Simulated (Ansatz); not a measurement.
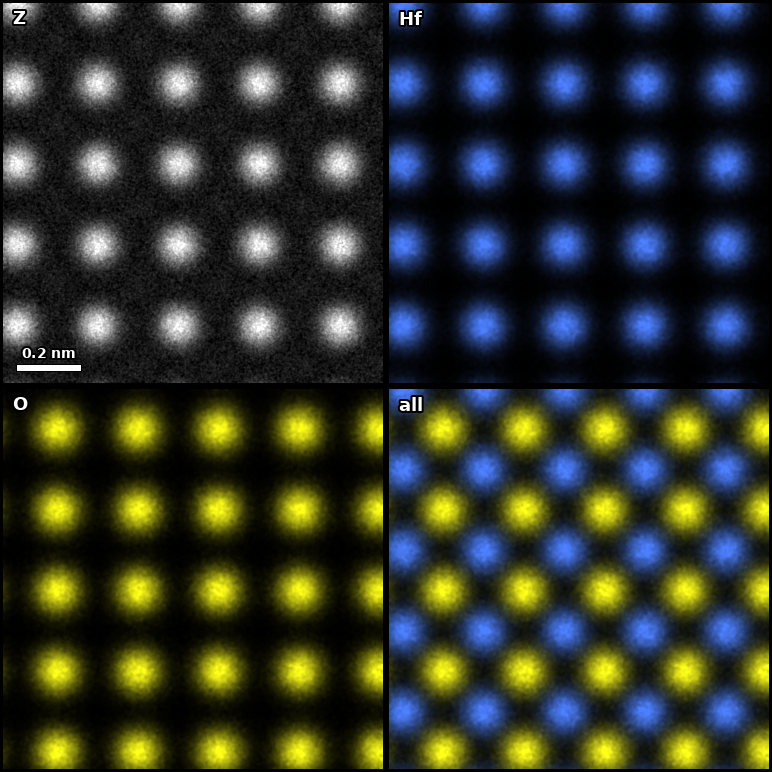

A crystal along [001]. Panel Z: Simulation: incoherent imaging, intensity Z^1.8 per atom, probe width 0.88 Å, thin sample. The probe carries 25 % of its weight in a tail 2.5 times as wide. The display is stretched by a gamma of 0.8; percentages refer to the linear signal. Shot noise was added. The other panels are simulated element maps (the number of atoms of one element along the beam, blurred by 1.1 Å, with counting noise; each on its own scale, no channelling); the last overlays them.

Which columns does each element occupy?

The projected cell (2.55 × 2.55 Å, 90°) holds 2 columns: 1 of Hf and 1 of O. No column is shared by two of the mapped elements. The brightest columns of the Z-contrast image hold Hf.

The crystal is HfO2 (Fm-3m, No. 225). Structure used: the end point of a relaxation with DFT PBE, scalar-relativistic, plane waves, PAW (Ansatz 0.2.0); the starting structure was generated, so it need not be a known form of this composition.
